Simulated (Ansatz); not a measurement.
# HF/aug-cc-pVDZ run of BClF2 (chlorodifluoroborane)

What is the electronic atomisation energy of BClF2 (chlorodifluoroborane) at HF/aug-cc-pVDZ? 

The calculation is run with Ansatz 0.2.0.

57 further runs of the same task are left out: 57 set aside as unsound or not needed.

### Step 1. The molecule

BClF2: 4 atoms, total charge 0, spin state singlet. As SMILES, `FB(F)Cl`. The coordinates come from a PBE0-D4/def2-TZVP relaxation.

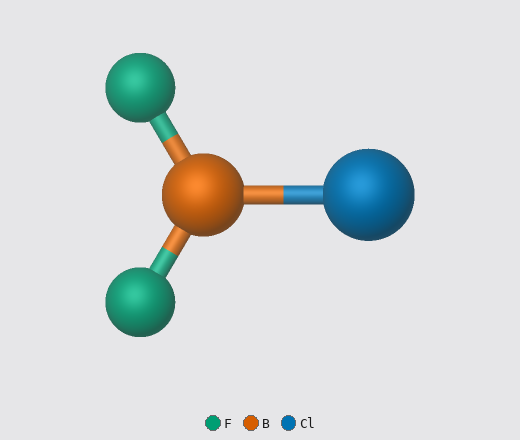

The structure, seen from a chosen angle (fluorine teal, boron orange, chlorine blue).

### Step 2. The energy at HF/aug-cc-pVDZ

input.yaml

```yaml
crystal:
  periodic: [false, false, false]
  atoms:
    - symbol: F
      position_ang: [-0.173700, -1.254300, -0.546300]
    - symbol: B
      position_ang: [-0.067100, -0.041300, -0.062000]
    - symbol: F
      position_ang: [-1.011600, 0.830100, -0.317700]
    - symbol: Cl
      position_ang: [1.307900, 0.405300, 0.905700]
basis:
  gaussian:
    orbitals: aug-cc-pVDZ
hamiltonian:
  xc: hf
accuracy: high
output: {orbitals: {seedname: orbitals}}
```

Started as:

```sh
$ ansatz run input.yaml --threads 1 --pin off --max-ram 3480MiB --events-out events.jsonl --progress --plain --runs-dir runs
```

Output:

```text
Warning: RAYON_NUM_THREADS=1 ignored (pool sized by the plan → 1); use --threads N
Functional definition: HF
  name "HF"
  exchange = exact_x
  correlation = 0
1877 factors; integrals over basis functions are off by at most 2.9e-9 eV
mean field evaluation 1: about -18590.0122 eV, gradient 3.3e1 eV
mean field evaluation 2: about -18590.2876 eV, gradient 3.4e1 eV
mean field evaluation 4: about -18592.3444 eV, gradient 2.0e0 eV
mean field evaluation 8: about -18592.3771 eV, gradient 1.3e-1 eV
mean field evaluation 16: about -18592.3772 eV, gradient 1.7e-7 eV
mean field -18592.37720723 eV, -683.2572599997 hartree, gradient 1.1e-8 eV, S^2 0.000000; 0 other end points of the search recorded, 0 dependent functions left out
reference -18592.37720723 eV, -683.2572599997 hartree; 20, 20 occupied and 76, 76 virtual orbitals, 1877 factors
Total energy: -18592.37720723 eV, -683.2572599997 hartree
```

It took 3 s on 1 thread of Arm Neoverse V1, shared host; peak memory 0.25 GiB.

### Step 3. The B atom, same level

job.yaml

```yaml
crystal:
  periodic: [false, false, false]
  atoms:
    - {symbol: B, position_ang: [0.000000, 0.000000, 0.000000]}
basis:
  gaussian: {orbitals: aug-cc-pVDZ}
magnetization: {spin_polarized: true, initial_magnetization: 1}
hamiltonian: {xc: hf}
accuracy: high
```

Run the same way, it converges to -24.53057 Eh (log not shown).

### Step 4. The Cl atom

run.yaml

```yaml
crystal:
  periodic: [false, false, false]
  atoms:
    - {symbol: Cl, position_ang: [0.000000, 0.000000, 0.000000]}
basis:
  gaussian: {orbitals: aug-cc-pVDZ}
total_charge: 0
magnetization: {spin_polarized: true, initial_magnetization: 1}
hamiltonian: {xc: hf}
accuracy: high
```

Run the same way, it converges to -459.47278 Eh (log not shown).

### Step 5. The F atom

molecule.yaml

```yaml
crystal:
  periodic: [false, false, false]
  atoms:
    - {symbol: F, position_ang: [0.000000, 0.000000, 0.000000]}
basis:
  gaussian: {orbitals: aug-cc-pVDZ}
total_charge: 0
magnetization: {spin_polarized: true, initial_magnetization: 1}
hamiltonian: {xc: hf}
accuracy: high
```

Run the same way, it converges to -99.38109 Eh (log not shown).

### Step 6. What came out

At HF/aug-cc-pVDZ:

| quantity | value |
| --- | --- |
| molecule: total energy | -683.25726 Eh |
| molecule: HOMO energy | -13.52 eV |
| molecule: LUMO energy | 1.28 eV |
| molecule: HOMO–LUMO gap | 14.79 eV |
| B atom: total energy | -24.53057 Eh |
| B atom: ⟨S²⟩ | 0.761 |
| Cl atom: total energy | -459.47278 Eh |
| Cl atom: ⟨S²⟩ | 0.757 |
| F atom: total energy | -99.38109 Eh |
| F atom: ⟨S²⟩ | 0.754 |
| electronic atomisation energy | 13.380 eV |

Taking the molecule apart into free atoms costs 13.38 eV (309 kcal/mol), before zero-point energy and without spin-orbit coupling. Hartree–Fock lacks the correlation of the bonding pairs, which as a rule makes this value much too low; in minimal bases other errors can mask that.
